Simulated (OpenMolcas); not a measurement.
# CH3BFN (SMILES BN=CF): levels of theory compared

Aim: a comparison of 6 runs (HF/aug-cc-pVDZ, M06-2X/aug-cc-pVDZ, PBE/aug-cc-pVDZ, PBE0/aug-cc-pVDZ, SVWN5/aug-cc-pVDZ, TPSS/aug-cc-pVDZ) of CH3BFN. 

The results are computed with OpenMolcas 26.06.

### 1 The molecule

CH3BFN has 7 atoms, charge 0, and is taken as a singlet. SMILES: `BN=CF`. The coordinates come from a PBE0-D4/def2-TZVP relaxation.

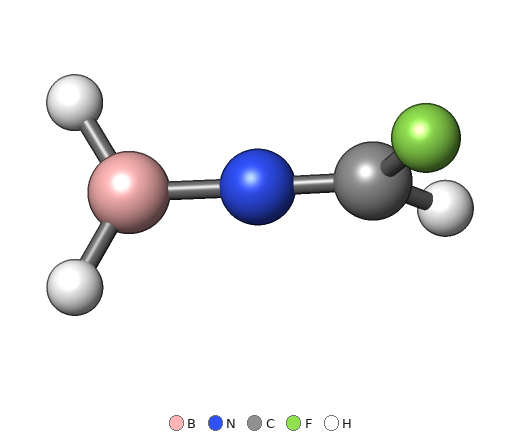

The structure, seen from a chosen angle (boron pink, nitrogen blue, carbon grey, fluorine green, hydrogen white).

### 2 Energy and gradient at HF/aug-cc-pVDZ (run 1)

Input file mol.inp:

```
&GATEWAY
BASLIB=$CurrDir
COORD
7
angstrom
B       -0.480500       1.089800       0.570900
N        0.018600      -0.008400      -0.066500
C        0.466800      -1.006900      -0.611700
F        0.739900      -2.132000       0.060700
H        0.284400       1.897100       1.009900
H       -1.666300       1.214200       0.659800
H        0.698200      -1.122000      -1.669000
BASIS=aug-cc-pVDZ
GROUP=NoSym
&SEWARD
&SCF
THRESHOLDS=1e-10 1e-07 1e-07 1e-05
PRORBITALS=0
&ALASKA
```

The basis set aug-cc-pVDZ is read from a file made from the Basis Set Exchange's data (not shown).

Launch:

```
$ export MOLCAS_MEM=1860
$ pymolcas mol.inp > mol.log
```

Log:

```text
--- Start Module: gateway ---
[...]
--- Stop Module: gateway /rc=_RC_ALL_IS_WELL_ ---
[...]
      Basis functions          119
[...]
--- Start Module: scf ---
[...]
       Convergence after  14 Iterations
[...]
::    Total SCF energy                               -218.2090024415
[...]
      Total spin, S                                     0.0000000000
[...]
      Total electronic charge=   30.000000
      Total            charge=   -0.000000
[...]
      Dipole Moment (debye):
      Origin of the operator (angstrom)=    0.2361   -0.6556   -0.0141
                   X=  2.8914E-01               Y=  1.5277E-02               Z= -1.6322E+00           Total=  1.6577E+00
      Quadrupole Moment (debye*angstrom):
[...]
--- Stop Module: scf /rc=_RC_ALL_IS_WELL_ ---
[...]
--- Start Module: alaska ---
[...]
 *              Molecular gradients               *
 **************************************************
  Irreducible representation: a
 ------------------------------------------------------------------------------------------
                              X                       Y                       Z
 ------------------------------------------------------------------------------------------
  B1                4.30727398257913E-03   -9.36057075645458E-03   -5.75739041804679E-03
  N2               -1.14197953277659E-02    2.53050002087782E-02    1.42223558206795E-02
  C3                4.47245040193245E-03   -9.65394673814668E-03   -6.32937968155112E-03
  F4                1.26890458731266E-03   -5.54359288950934E-03    3.77433867268362E-03
  H5                3.08879108062765E-04   -5.88542102909262E-04   -3.36839922608245E-04
  H6                2.36867399485252E-04   -6.11780672038931E-04   -3.24856698939002E-04
  H7                8.25419848368258E-04    4.53432950289573E-04   -5.24822777235068E-03
 ------------------------------------------------------------------------------------------
--- Stop Module: alaska /rc=_RC_ALL_IS_WELL_ ---
[...]
```

It took 22 s on 1 thread of Arm Neoverse V1, shared host; peak memory 0.75 GiB.

### 3 Energy and forces at M06-2X/aug-cc-pVDZ (run 2)

Input file run.input:

```
* CH3BFN Kohn-Sham DFT
&GATEWAY
BASLIB
$CurrDir
COORD
7
angstrom
B       -0.480500       1.089800       0.570900
N        0.018600      -0.008400      -0.066500
C        0.466800      -1.006900      -0.611700
F        0.739900      -2.132000       0.060700
H        0.284400       1.897100       1.009900
H       -1.666300       1.214200       0.659800
H        0.698200      -1.122000      -1.669000
BASIS
aug-cc-pVDZ
GROUP
NoSym
&SEWARD
GRIDINPUT
Grid=UltraFine
End of Grid
&SCF
KSDFT
M062X
THRESHOLDS
1e-10 1e-07 1e-07 1e-05
PRORBITALS
1 1
&ALASKA
```

The basis set aug-cc-pVDZ is read from a file made from the Basis Set Exchange's data (not shown).

Launch:

```
$ export MOLCAS_MEM=1860
$ pymolcas run.input > run.log
```

Log:

```text
--- Start Module: gateway ---
[...]
--- Stop Module: gateway /rc=_RC_ALL_IS_WELL_ ---
[...]
      Basis functions          119
[...]
--- Start Module: scf ---
[...]
       Convergence after  13 Iterations
[...]
::    Total KS-DFT energy                            -219.2957244754
[...]
      Total spin, S                                     0.0000000000
[...]
      Total electronic charge=   30.000000
      Total            charge=   -0.000000
[...]
      Dipole Moment (debye):
      Origin of the operator (angstrom)=    0.2361   -0.6556   -0.0141
                   X=  3.0020E-01               Y= -7.5341E-02               Z= -1.5174E+00           Total=  1.5487E+00
      Quadrupole Moment (debye*angstrom):
[...]
--- Stop Module: scf /rc=_RC_ALL_IS_WELL_ ---
[...]
--- Start Module: alaska ---
[...]
 *              Molecular gradients               *
 **************************************************
  Irreducible representation: a
 ------------------------------------------------------------------------------------------
                              X                       Y                       Z
 ------------------------------------------------------------------------------------------
  B1                3.41325072212451E-03   -7.50360990090293E-03   -4.37851822696445E-03
  N2                1.49308499083611E-03   -3.11327304611098E-03   -2.20446971957933E-03
  C3               -2.73466247419707E-03    3.27907822021745E-03    8.58744584962956E-03
  F4               -1.58696799875102E-03    6.98393199779623E-03   -4.75424687110326E-03
  H5               -6.38973965738199E-04   -2.99684034675618E-04   -1.72655326286852E-04
  H6                7.04203559117378E-04    1.69379285405058E-04    9.10582324565312E-05
  H7               -6.49934833396149E-04    4.84177478292658E-04    2.83138606183053E-03
 ------------------------------------------------------------------------------------------
--- Stop Module: alaska /rc=_RC_ALL_IS_WELL_ ---
[...]
```

Run time: 80 s. Hardware: 1 thread of Arm Neoverse V1, shared host; peak memory 0.75 GiB.

Runs 3 to 5 aren't shown in full; the table further down has their settings and results.

### 4 Energy and forces at TPSS/aug-cc-pVDZ (run 6)

Input file job.input:

```
>>> EXPORT MOLCAS_PRINT=2
&GATEWAY
BasLib
$CurrDir
Coord
7
angstrom
B       -0.480500       1.089800       0.570900
N        0.018600      -0.008400      -0.066500
C        0.466800      -1.006900      -0.611700
F        0.739900      -2.132000       0.060700
H        0.284400       1.897100       1.009900
H       -1.666300       1.214200       0.659800
H        0.698200      -1.122000      -1.669000
Basis
aug-cc-pVDZ
Group
NoSym
&SEWARD
GridInput
Grid=UltraFine
End of Grid
&SCF
KSDFT
2
1.0 MGGA_X_TPSS
1.0 MGGA_C_TPSS
Thresholds
1e-10 1e-07 1e-07 1e-05
PrOrbitals
1 1
&ALASKA
```

The basis set aug-cc-pVDZ is read from a file made from the Basis Set Exchange's data (not shown).

Launch:

```
$ export MOLCAS_MEM=1860
$ pymolcas job.input > job.log
```

Log:

```text
--- Start Module: gateway ---
[...]
--- Stop Module: gateway /rc=_RC_ALL_IS_WELL_ ---
[...]
      Basis functions          119
[...]
--- Start Module: scf ---
[...]
       Convergence after  15 Iterations
[...]
::    Total KS-DFT energy                            -219.4157526996
[...]
      Total spin, S                                     0.0000000000
[...]
      Total electronic charge=   30.000000
      Total            charge=   -0.000000
[...]
      Dipole Moment (debye):
      Origin of the operator (angstrom)=    0.2361   -0.6556   -0.0141
                   X=  3.4051E-01               Y= -2.2358E-01               Z= -1.4530E+00           Total=  1.5090E+00
      Quadrupole Moment (debye*angstrom):
[...]
--- Stop Module: scf /rc=_RC_ALL_IS_WELL_ ---
[...]
--- Start Module: alaska ---
[...]
 *              Molecular gradients               *
 **************************************************
  Irreducible representation: a
 ------------------------------------------------------------------------------------------
                              X                       Y                       Z
 ------------------------------------------------------------------------------------------
  B1                3.22372707653340E-03   -7.04090219933207E-03   -4.22124699442961E-03
  N2                7.67469716344049E-03   -1.72604469748050E-02   -8.99164813548281E-03
  C3               -5.54548215510531E-03    4.15147279423111E-03    2.25175138328702E-02
  F4               -5.38168687241125E-03    2.19732625469788E-02   -1.28555119904652E-02
  H5               -2.10349196310888E-03   -2.27685239532871E-03   -1.22851653588496E-03
  H6                3.30246656647226E-03   -3.85503622134409E-04   -2.34843771445115E-04
  H7               -1.17022981584081E-03    8.38969850474575E-04    5.01425359479502E-03
 ------------------------------------------------------------------------------------------
--- Stop Module: alaska /rc=_RC_ALL_IS_WELL_ ---
[...]
```

Run time: 89 s. Hardware: 1 thread of Arm Neoverse V1, shared host; peak memory 0.75 GiB.

### 5 All runs side by side

```csv
run,level,integration grid,energy (Eh),dipole moment (D),HOMO energy (eV),LUMO energy (eV),wall time
1,HF/aug-cc-pVDZ,–,-218.209002,1.66,-11.71,0.90,22 s
2,M06-2X/aug-cc-pVDZ,UltraFine,-219.295724,1.55,-9.89,-0.17,80 s
3,PBE/aug-cc-pVDZ,UltraFine,-219.126676,1.48,-7.31,-1.70,71 s
4,PBE0/aug-cc-pVDZ,UltraFine,-219.134323,1.53,-8.61,-0.66,66 s
5,SVWN5/aug-cc-pVDZ,UltraFine,-217.647110,1.47,-7.40,-1.91,47 s
6,TPSS/aug-cc-pVDZ,UltraFine,-219.415753,1.51,-7.43,-1.50,89 s
```

### 6 Results

| quantity | value |
| --- | --- |
| run 6: total energy | -219.41575 Eh |
| run 6: dipole moment | 1.51 D |
| run 6: HOMO energy | -7.43 eV |
| run 6: LUMO energy | -1.50 eV |
| run 6: HOMO–LUMO gap | 5.93 eV |
| run 6: largest force on an atom | 1.338 eV/Å |

The dipole moment (its size) runs from 1.47 D (SVWN5/aug-cc-pVDZ) to 1.66 D (HF/aug-cc-pVDZ). The HOMO–LUMO gap runs from 5.49 eV (SVWN5/aug-cc-pVDZ) to 12.61 eV (HF/aug-cc-pVDZ). Exact exchange widens orbital gaps. Totals of different functionals can't be ranked against each other. All runs together took 6.3 min, the longest 89 s.
